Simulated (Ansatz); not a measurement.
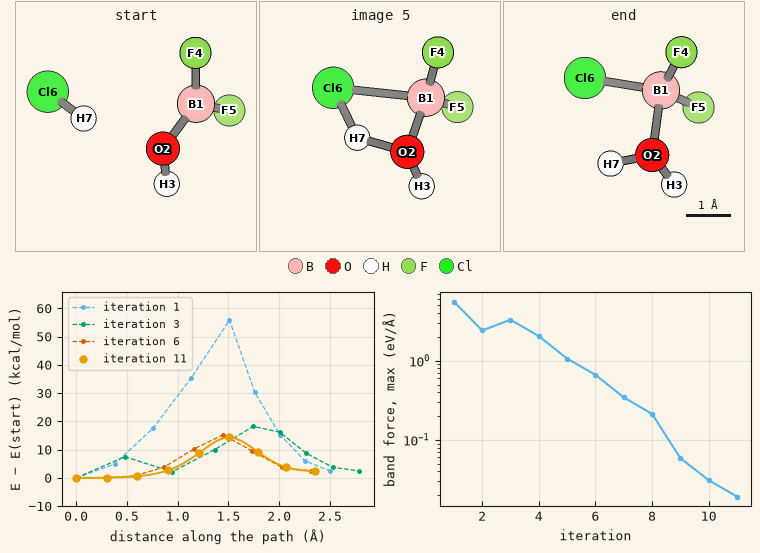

NEB run on BH$_{2}$OClF$_{2}$. Images are numbered from 0 (start) to 8 (end). The plot follows the band through its iterations. The picture is a ball-and-stick view, seen face on.

Method: RKS PBE-D4/def2-SVP in Ansatz. Settings: 7 movable images; climbing image; force threshold 0.03 eV/Å; iteration limit 60; starting path through a guess of the saddle point.

How did the profile develop, and is the result final?

Answer. The result is final at these settings. The band converged in 11 iterations. The largest component of the band force went from 5.6 to 0.019 eV/Å. The climbing image converged on the top of the path. Its vibrational analysis gives one imaginary mode (794i cm⁻¹), as a transition state must have. The first iteration put the highest image at 55.8 kcal/mol. The energy climbs by 14.3 kcal/mol to image 5 and then falls by 11.8 kcal/mol, so the end point sits at +2.5 kcal/mol.

The run took 85 s on 2 threads of Arm Neoverse V2, on a shared host, peak memory 0.11 GiB.
